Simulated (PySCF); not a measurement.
AlCl

```yaml
atoms:
  - { symbol: Al, position_ang: [0.0000, 0.0000, -1.2288] }
  - { symbol: Cl, position_ang: [0.0000, 0.0000, 0.9482] }
```

All numbers below come from PBE0/aug-cc-pVDZ(-PP), non-relativistic Hamiltonian with scalar-relativistic core potentials where named, at a bond length of 2.177 Å (PySCF 2.14.0).

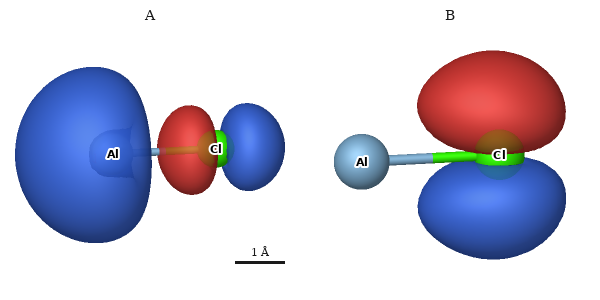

Figure 1. Two frontier orbitals, each drawn at the value that holds 80 % of its norm (blue and red are the two phases), in no order; of a degenerate pair one member is drawn.

Question: Name the orbitals and rank them from lowest to highest energy.

Answer: Orbital B: π, occupied, −9.17 eV; mainly on Cl (90 %).
Orbital A: σ, occupied, −7.12 eV; mainly on Al (80 %).

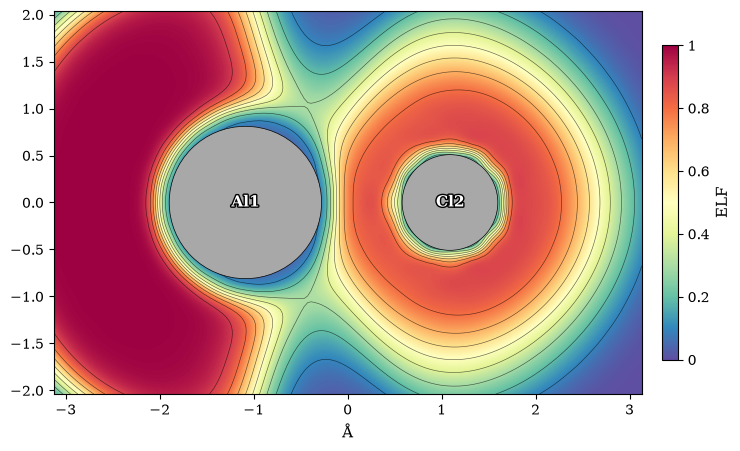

Figure 2. ELF on a plane that holds the molecular axis. Grey discs cover the atomic cores.

Question: Interpret the plot.

Answer:
- Atoms in the plane: Al and Cl.
- Al–Cl (2.18 Å): the ELF peaks at about 0.85 in the valence shell of Cl, 0.9 Å from its nucleus, and is about 0.75 at the midpoint.
- The ELF also peaks beside Al1 and Cl2, away from the bonds: lone-pair regions.

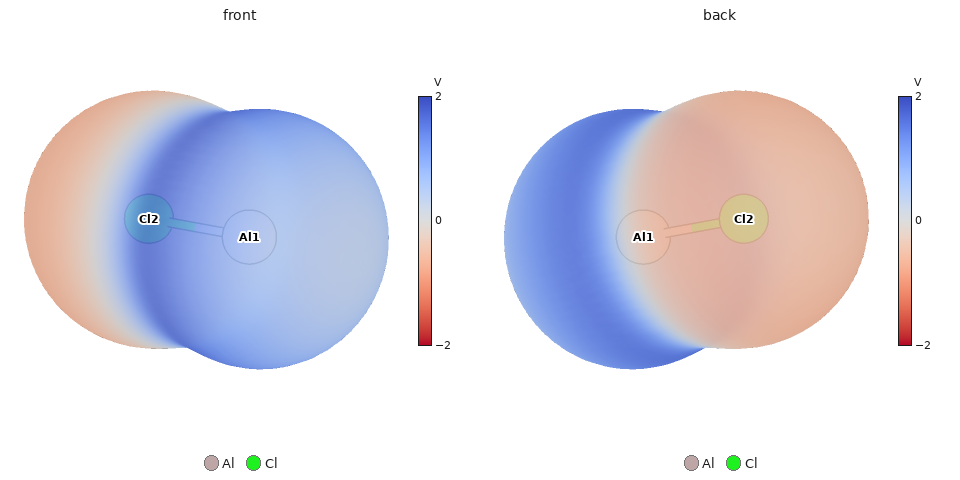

Figure 3. The electrostatic potential painted on the density surface at 0.002 e/bohr³, seen from the front and from behind; red is negative and blue positive.

Question: Where is the surface potential most negative and most positive?

Answer: The most negative region (about −0.6 V, or −14 kcal/mol for a unit charge) lies over Cl2, the most positive (about +1.6 V, or +37 kcal/mol for a unit charge) over Al1.
